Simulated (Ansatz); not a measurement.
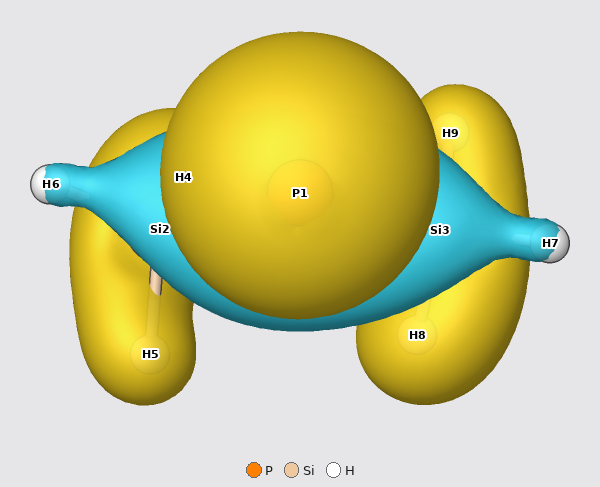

H6PSi2 (SMILES [SiH3][P][SiH3]) (doublet). One frontier orbital at ±0.06 Å⁻³ᐟ² (yellow and cyan are the two phases), seen from one side.

Geometry: r2SCAN-D4/def2-SVP.

Computed with isolated molecule in a Gaussian basis; Kohn-Sham density functional theory, functional PBE0 (Ansatz 0.2.0).

```xyz
9

P     1.2389   -0.1018    0.6682
Si   -0.3397    0.4862   -0.8394
Si    0.2058   -2.0284    1.2435
H    -0.7477   -0.6711   -1.6973
H    -1.5489    0.9790   -0.1077
H     0.1793    1.5809   -1.7107
H     0.7962   -2.5580    2.5076
H    -1.2665   -1.8345    1.4342
H     0.4106   -3.0332    0.1531
```

Q: Which orbital is it: HOMO (β) or LUMO (β)?

A: The HOMO (β), at −7.62 eV. Its weight (Hirshfeld) is mainly on P1 (about 65 %), Si2 (about 10 %) and Si3 (about 10 %).
